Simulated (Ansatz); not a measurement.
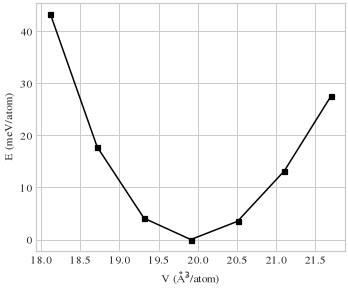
Fig. 1. Cd (hcp (Mg type), P6_3/mmc) under volume change, LDA in the plane-wave PAW code Ansatz, shape and atoms relaxed at each volume.

**Question.** What does a third-order Birch–Murnaghan fit give for V₀, B₀ and B′?

**Answer.** V₀ = 19.91 Å³/atom, B₀ = 67.0 GPa, B′ = 6.8.

Symmetry was held in the LDA relaxation.

Potentials: the later of the program's two PAW sets.
